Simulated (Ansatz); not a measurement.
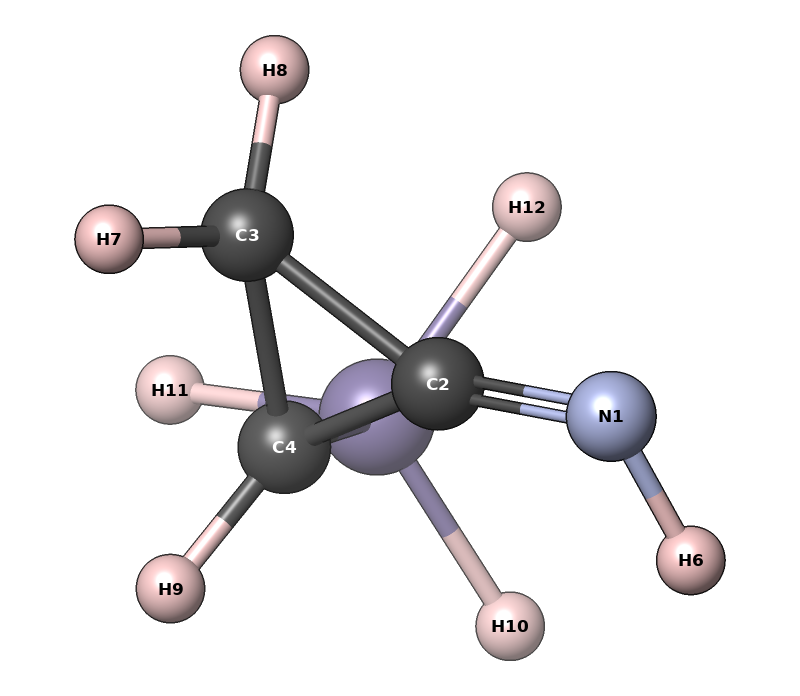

Ge5 lies behind C4. The molecule seen a little off the C4–Ge5 bond, C4 in front. Distant atoms are faded towards the background colour. The computed structure is the end point of a PBE-D4/def2-SVP optimisation. No frequency run is at hand to confirm it as a minimum.

Question: What is the torsion angle C3–C4–Ge5–H10? The sign is positive where the front bond must turn clockwise to cover the back bond.

Answer: 152°, antiperiplanar (anti).
